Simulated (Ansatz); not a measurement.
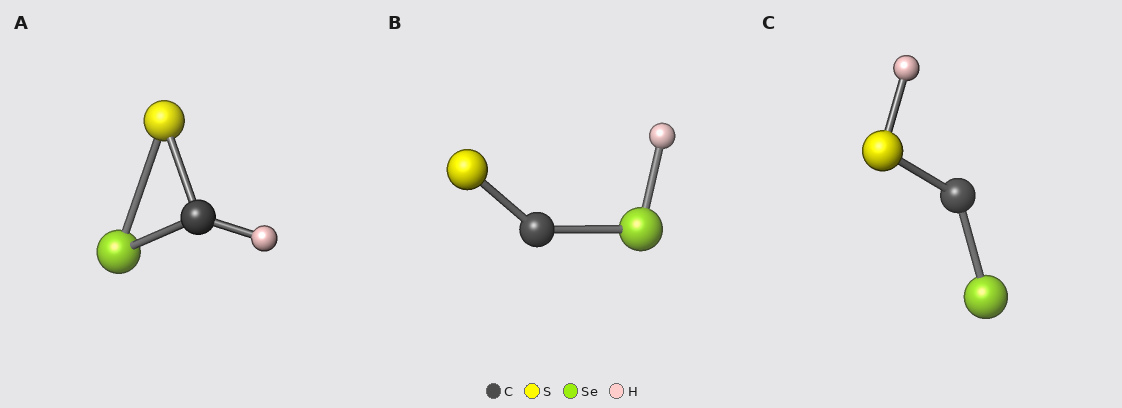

3 stationary structures of one formula. Charge 0, doublet. Geometries: PBE-D4/def2-SVP. Electronic energies: PBE-D4/def2-SVP (Ansatz 0.2.0), without zero-point energy. No frequency run is at hand to confirm each as a minimum.

**Which structure is the most stable?**

B is lowest; C lies 0.024 eV above it, A lies 0.465 eV above it (C1).
